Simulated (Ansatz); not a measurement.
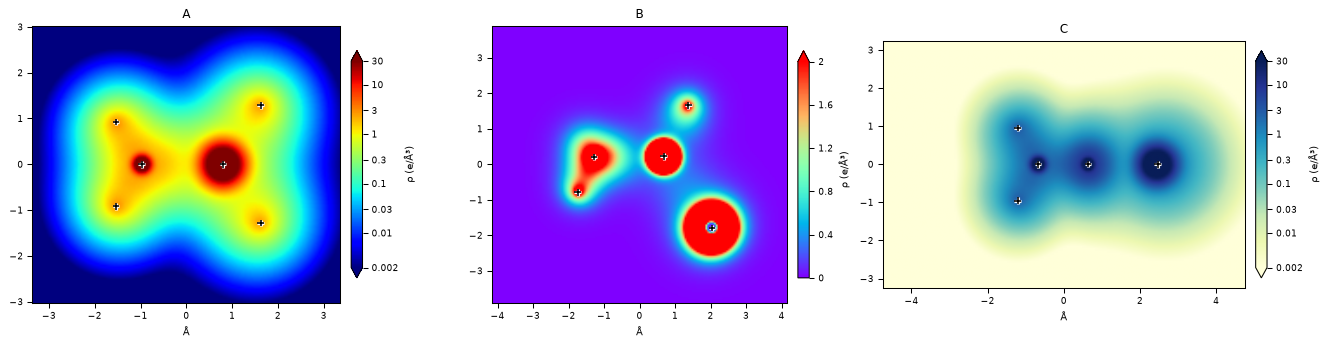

The electron density of 3 systems, each on a plane through atoms (crosses mark nuclei in the plane).

Level of theory: isolated molecule in a Gaussian basis; Kohn-Sham density functional theory, functional PBE0 in Ansatz 0.2.0.

System 1: CH4AgAl (SMILES [CH3][AlH][Ag]), the plane of atoms C1, Al3 and Ag2. Geometry: r2SCAN-D4/def2-SVP; core potentials replace the inner electrons of Ag.

```yaml
atoms:
  - { symbol: C, position_ang: [-1.4123, 0.2260, 0.6628] }
  - { symbol: Ag, position_ang: [0.3896, 1.9206, -2.3248] }
  - { symbol: Al, position_ang: [-0.0604, 1.4961, 0.0212] }
  - { symbol: H, position_ang: [-1.9736, -0.2950, -0.1276] }
  - { symbol: H, position_ang: [-2.1409, 0.7481, 1.3102] }
  - { symbol: H, position_ang: [-0.9344, -0.5393, 1.3018] }
  - { symbol: H, position_ang: [0.7685, 2.2734, 1.1504] }
```

System 2: CH4Ge (SMILES [CH2]=[GeH2]), the molecular plane. Geometry: B3LYP-D4/def2-TZVP.

```tsv
atom	x (Å)	y (Å)	z (Å)
C	-0.2485	0.4712	-0.7540
Ge	-0.1192	0.2804	1.0074
H	-0.3521	-0.3829	-1.4080
H	0.0274	1.4695	1.9544
H	-0.2271	1.4466	-1.2190
H	-0.1471	-1.0852	1.6904
```

System 3: CH2GaO (SMILES [CH2][O][Ga]) (doublet), the molecular plane. Geometry: PBE0-D3(BJ)/def2-SVP.

```xyz
5

C     0.2833    0.2804    0.2668
Ga   -1.4977   -2.0338   -0.8784
O    -0.4619   -0.6871   -0.2130
H    -0.1138    1.3012    0.2941
H     1.2911    0.0523    0.6309
```

Which map belongs to which system?

Panel A is system 2, CH4Ge: the plane holds C, Ge and H. C–Ge (1.78 Å): ρ is about 1.1 e/Å³ halfway. Panel B is system 1, CH4AgAl: the plane holds C, Ag, Al and H. C–Al (1.96 Å): ρ is about 0.7 e/Å³ halfway. Panel C is system 3, CH2GaO: the plane holds C, Ga, O and H. C–O (1.31 Å): ρ at the midpoint is about 2.5 e/Å³.
